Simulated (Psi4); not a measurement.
## Field calculation of CH6Al (charge −1) (part 2 of 2)

The same run, continued: CH6Al, charge −1; SCS(N)-MP2/cc-pwCVTZ, UHF, in an applied electric field (Psi4 1.11). The geometry comes from this level: GFN2-xTB.

Geometry of the input (Å):
```
Al -0.0029  0.0032  -0.9866
C  0.0013  -0.0042  1.0626
H  -1.0028  0.0603  1.5075
H  0.5637  0.8340  1.5018
H  0.4501  -0.9092  1.4991
H  1.5289  -0.0149  -1.5301
H  -0.7504  1.3420  -1.5208
H  -0.7877  -1.3111  -1.5335
```

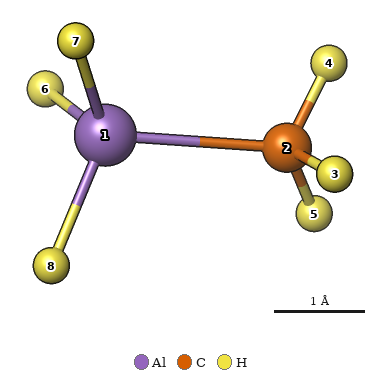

*The input geometry (ball-and-stick view, seen at a tilt; atoms are numbered from 1 in the order of the input). Sticks mark near contacts.*

## The program's output, continued
```
    Nuclear Repulsion Energy =             55.2111241457229696
    One-Electron Energy =                -506.9984581645836101
    Two-Electron Energy =                 168.4711624037382194
    Total Energy =                       -283.3161716151224141

  UHF NO Occupations:
  HONO-2 :   11  A 2.0000000
  HONO-1 :   12  A 2.0000000
  HONO-0 :   13  A 2.0000000
  LUNO+0 :   14  A 0.0000000
  LUNO+1 :   15  A 0.0000000
  LUNO+2 :   16  A 0.0000000
  LUNO+3 :   17  A 0.0000000

Computation Completed

Properties will be evaluated at   0.000000,   0.000000,   0.000000 [a0]

Properties computed using the SCF density matrix

 Multipole Moments:

 ------------------------------------------------------------------------------------
     Multipole            Electronic (a.u.)      Nuclear  (a.u.)        Total (a.u.)
 ------------------------------------------------------------------------------------

 L = 1.  Multiply by 2.5417464519 to convert [e a0] to [Debye]
 Dipole X            :         -0.9195517           -0.0545186           -0.9740703
 Dipole Y            :         -0.0400544            0.0340340           -0.0060204
 Dipole Z            :         14.0619266          -12.3324472            1.7294794
 Magnitude           :                                                    1.9849303

 ------------------------------------------------------------------------------------

	total time  =         56 seconds =       0.93 minutes
 MINTS: Wrapper to libmints.

   Calculation information:
      Number of threads:                 1
      Number of atoms:                   8
      Number of AO shells:              70
      Number of SO shells:              70
      Number of primitives:            146
      Number of atomic orbitals:       208
      Number of basis functions:       186

      Number of irreps:                  1
      Integral cutoff                 1.00e-12
      Number of functions per irrep: [ 186 ]

 OEINTS: Overlap, kinetic, potential, dipole, and quadrupole integrals
         stored in file 35.

      Computing two-electron integrals...done
      Computed 126488042 non-zero two-electron integrals.
        Stored in file 33.

  Module OCC Options:
  ----------------------------------------------------------------------------
  ACTIVE                        => (empty)
  BASIS_RELATIVISTIC            => (empty)
  BENCH                         => (empty)
  CACHELEVEL                    => (empty)
  CCL_ENERGY                    => (empty)
  CC_MAXITER                    => (empty)
  CC_TYPE                       => (empty)
  CEPA_OS_SCALE                 => (empty)
  CEPA_SOS_SCALE                => (empty)
  CEPA_SS_SCALE                 => (empty)
  CEPA_TYPE                     => (empty)
  CI_TYPE                       => (empty)
  CUBEPROP_BASIS_FUNCTIONS      => (empty)
  CUBEPROP_FILEPATH             => (empty)
  CUBEPROP_ISOCONTOUR_THRESHOLD => (empty)
  CUBEPROP_ORBITALS             => (empty)
  CUBEPROP_TASKS                => (empty)
  CUBIC_BASIS_TOLERANCE         => (empty)
  CUBIC_BLOCK_MAX_POINTS        => (empty)
  CUBIC_GRID_OVERAGE            => (empty)
  CUBIC_GRID_SPACING            => (empty)
  CUTOFF                        => (empty)
  DDX                           => (empty)
  DEBUG                         => (empty)
  DERTYPE                       => (empty)
  DF_BASIS_CC                   => (empty)
  DIE_IF_NOT_CONVERGED          => (empty)
  DIIS_MAX_VECS                 => (empty)
  DIIS_MIN_VECS                 => (empty)
  DKH_ORDER                     => (empty)
  DOCC                          => (empty)
  DO_DIIS                       => (empty)
  DO_LEVEL_SHIFT                => (empty)
  DO_SCS                        => (empty)
  DO_SOS                        => (empty)
  E3_SCALE                      => (empty)
  EA_POLES                      => (empty)
  EKT_EA                        => (empty)
  EKT_IP                        => (empty)
  EP_EA_POLES                   => (empty)
  EP_IP_POLES                   => (empty)
  EP_MAXITER                    => (empty)
  EXTERNAL_POTENTIAL_SYMMETRY   => (empty)
  E_CONVERGENCE                 => 1e-06           !
  FREEZE_CORE                   => TRUE            !
  FREEZE_CORE_POLICY            => (empty)
  FROZEN_DOCC                   => (empty)
  FROZEN_UOCC                   => (empty)
  INTEGRAL_PACKAGE              => (empty)
  IP_POLES                      => (empty)
  LEVEL_SHIFT                   => (empty)
  LITERAL_CFOUR                 => (empty)
  LS_THC_BASIS_TOLERANCE        => (empty)
  LS_THC_DF                     => (empty)
  LS_THC_PRUNING_SCHEME         => (empty)
  LS_THC_RADIAL_POINTS          => (empty)
  LS_THC_SPHERICAL_POINTS       => (empty)
  LS_THC_S_EPSILON              => (empty)
  LS_THC_WEIGHTS_TOLERANCE      => (empty)
  MAT_NUM_COLUMN_PRINT          => (empty)
  MAX_MOGRAD_CONVERGENCE        => (empty)
  MAX_RADIAL_MOMENT             => (empty)
  MBIS_D_CONVERGENCE            => (empty)
  MBIS_MAXITER                  => (empty)
  MBIS_PRUNING_SCHEME           => (empty)
  MBIS_RADIAL_POINTS            => (empty)
  MBIS_SPHERICAL_POINTS         => (empty)
  MOGRAD_DAMPING                => (empty)
  MOLDEN_WITH_VIRTUAL           => (empty)
  MO_MAXITER                    => (empty)
  MO_READ                       => (empty)
  MO_STEP_MAX                   => (empty)
  MO_WRITE                      => (empty)
  MP2_OS_SCALE                  => (empty)
  MP2_SOS_SCALE                 => (empty)
  MP2_SOS_SCALE2                => (empty)
  MP2_SS_SCALE                  => (empty)
  MP2_TYPE                      => (empty)
  MP_TYPE                       => (empty)
  NAT_ORBS                      => (empty)
  NUM_FROZEN_DOCC               => (empty)
  NUM_FROZEN_UOCC               => (empty)
  NUM_GPUS                      => (empty)
  OCC_ORBS_PRINT                => (empty)
  OEPROP                        => (empty)
  OPT_METHOD                    => (empty)
  ORBITAL_OPTIMIZER_PACKAGE     => (empty)
  ORB_OPT                       => FALSE           !
  ORB_RESP_SOLVER               => (empty)
  ORTH_TYPE                     => (empty)
  OS_SCALE                      => (empty)
  PARENT_SYMMETRY               => (empty)
  PCG_BETA_TYPE                 => (empty)
  PCG_CONVERGENCE               => (empty)
  PCG_MAXITER                   => (empty)
  PCM                           => (empty)
  PE                            => (empty)
  PRINT                         => (empty)
  PRINT_NOONS                   => (empty)
  PROPERTIES                    => (empty)
  PROPERTIES_ORIGIN             => (empty)
  PUREAM                        => (empty)
  QC_MODULE                     => (empty)
  RAS1                          => (empty)
  RAS2                          => (empty)
  RAS3                          => (empty)
  RAS4                          => (empty)
  RELATIVISTIC                  => (empty)
  RELAXED                       => (empty)
  REMP_A                        => (empty)
  RESTRICTED_DOCC               => (empty)
  RESTRICTED_UOCC               => (empty)
  RMS_MOGRAD_CONVERGENCE        => (empty)
  R_CONVERGENCE                 => (empty)
  SCF_TYPE                      => (empty)
  SCREENING                     => (empty)
  SCS_TYPE                      => (empty)
  SOCC                          => (empty)
  SOS_TYPE                      => (empty)
  SPIN_SCALE_TYPE               => SCSN            !
  SS_SCALE                      => (empty)
  SYMMETRIZE                    => (empty)
  TPDM_ABCD_TYPE                => (empty)
  WFN                           => (empty)
  WFN_TYPE                      => OMP2            !
  WRITER_FILE_LABEL             => (empty)
  ZORA_BASIS_TOLERANCE          => (empty)
  ZORA_NR_DEBUG                 => (empty)
  ZORA_PRUNING_SCHEME           => (empty)
  ZORA_RADIAL_POINTS            => (empty)
  ZORA_SPHERICAL_POINTS         => (empty)

 ==============================================================================
 ==============================================================================
 ==============================================================================

                             MP2

 ==============================================================================
 ==============================================================================
 ==============================================================================

	MO spaces per irreps...

	IRREP   FC   AOCC  BOCC  AVIR    BVIR  FV
	==========================================
	   A     6     7     7   173    173     0
	==========================================

	Computing MP2 energy using SCF MOs (Canonical MP2)...
	==============================================================================
	Nuclear Repulsion Energy (a.u.)    :    55.21112414572297
	SCF Energy (a.u.)                  :  -283.31617161512241
	REF Energy (a.u.)                  :  -283.31617161512241
	Alpha-Alpha Contribution (a.u.)    :    -0.02550428189743
	Alpha-Beta Contribution (a.u.)     :    -0.25830135226097
	Beta-Beta Contribution (a.u.)      :    -0.02550428189743
	Scaled_SS Correlation Energy (a.u.):    -0.01700285459829
	Scaled_OS Correlation Energy (a.u.):    -0.30996162271316
	SCS-MP2 Total Energy (a.u.)        :  -283.64313609243391
	SOS-MP2 Total Energy (a.u.)        :  -283.62613323783557
	SCSN-MP2 Total Energy (a.u.)       :  -283.40594668740135
	SCS-MP2-VDW Total Energy (a.u.)    :  -283.67230162791384
	SOS-PI-MP2 Total Energy (a.u.)     :  -283.67779350828778
	MP2 Correlation Energy (a.u.)      :    -0.30930991605584
	MP2 Total Energy (a.u.)            :  -283.62548153117825
	==============================================================================

	total time  =         43 seconds =       0.72 minutes

  Variable Map:
  ----------------------------------------------------------------------------
  "CURRENT CORRELATION ENERGY"           =>      -0.089775072279
  "CURRENT ENERGY"                       =>    -283.405946687401
  "CURRENT REFERENCE ENERGY"             =>    -283.316171615122
  "DD SOLVATION ENERGY"                  =>       0.000000000000
  "HF KINETIC ENERGY"                    =>     283.292089735522
  "HF POTENTIAL ENERGY"                  =>    -566.608261350644
  "HF TOTAL ENERGY"                      =>    -283.316171615122
  "HF VIRIAL RATIO"                      =>       2.000085007243
  "MP2 CORRELATION ENERGY"               =>      -0.309309916056
  "MP2 DOUBLES ENERGY"                   =>      -0.309309916056
  "MP2 OPPOSITE-SPIN CORRELATION ENERGY" =>      -0.258301352261
  "MP2 SAME-SPIN CORRELATION ENERGY"     =>      -0.051008563795
  "MP2 SINGLES ENERGY"                   =>       0.000000000000
  "MP2 TOTAL ENERGY"                     =>    -283.625481531178
  "NUCLEAR REPULSION ENERGY"             =>      55.211124145723
  "ONE-ELECTRON ENERGY"                  =>    -506.998458164584
  "PCM POLARIZATION ENERGY"              =>       0.000000000000
  "PE ENERGY"                            =>       0.000000000000
  "SCF ITERATION ENERGY"                 =>    -283.316171615122
  "SCF ITERATIONS"                       =>      10.000000000000
  "SCF TOTAL ENERGY"                     =>    -283.316171615122
  "SCS(N)-MP2 CORRELATION ENERGY"        =>      -0.089775072279
  "SCS(N)-MP2 TOTAL ENERGY"              =>    -283.405946687401
  "SCS-MP2 CORRELATION ENERGY"           =>      -0.326964477311
  "SCS-MP2 TOTAL ENERGY"                 =>    -283.643136092434
  "SCS-MP2-VDW CORRELATION ENERGY"       =>      -0.356130012791
  "SCS-MP2-VDW TOTAL ENERGY"             =>    -283.672301627914
  "SOS-MP2 CORRELATION ENERGY"           =>      -0.309961622713
  "SOS-MP2 TOTAL ENERGY"                 =>    -283.626133237836
  "SOS-PI-MP2 CORRELATION ENERGY"        =>      -0.361621893165
  "SOS-PI-MP2 TOTAL ENERGY"              =>    -283.677793508288
  "TWO-ELECTRON ENERGY"                  =>     168.471162403738

  Array Variable Map:
  ----------------------------------------------------------------------------
  "CURRENT DIPOLE"                       =>      -0.974070275641 ... 1.729479429271 1 by 3
  "SCF DIPOLE"                           =>      -0.974070275641 ... 1.729479429271 1 by 3
  "SCF TOTAL ENERGIES"                   =>    -282.355204601774 ... -283.316171615122 1 by 11

    Psi4 run time: 0:01:52.24
```

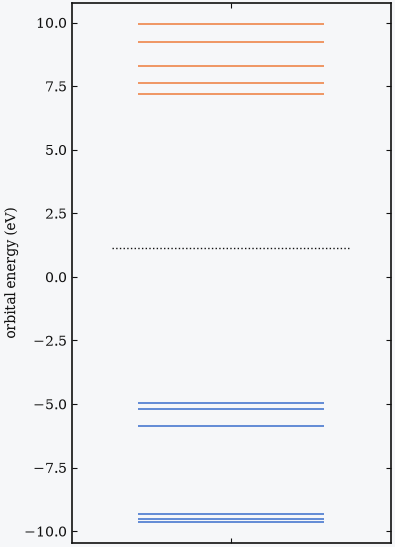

*Orbital energies near the frontier (SCF reference); the dotted line parts filled from empty levels, and levels within 0.02 eV of each other stand side by side.*

Highest filled −4.96 eV, lowest empty 7.20 eV, 12.16 eV apart.

## Results in brief

```tsv
quantity	value
outcome	converged
total energy	−283.405947 hartree
SCF energy	−283.316172 hartree
MP2 energy	−283.625482 hartree
correlation energy	−0.089775 hartree
basis functions	186
HOMO of the SCF reference	−4.96 eV
LUMO of the SCF reference	7.20 eV
wall time	1.9 min
peak memory	1.7 GiB
```
